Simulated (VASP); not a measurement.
Band structure of AuPt₃ (ordered alloy cell). Level of theory: PBEsol GGA, VASP's PBE PAW potentials (set 64) (plane waves; VASP 6.6.1).

Unless said otherwise, spin-orbit coupling is left out, though it shifts the bands of the heavy elements here.

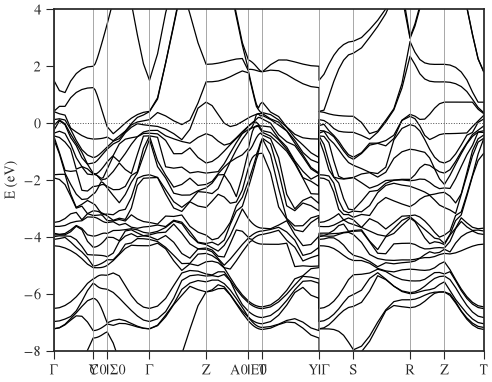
Figure: Bands along high-symmetry lines, zero at the valence-band maximum or, without a gap, the Fermi level

Q: Read the plot: is there a gap, and where are the band edges?

A: It has no gap at this level: it comes out as a metal or semimetal. (Edges off the drawn lines would not show.)

The structure was generated: AuPt3 was put into an ordered model structure (Cmmm), which need not be its known phase. It was relaxed first. The electron count is odd and the run is not spin-polarised, which forces a metal.
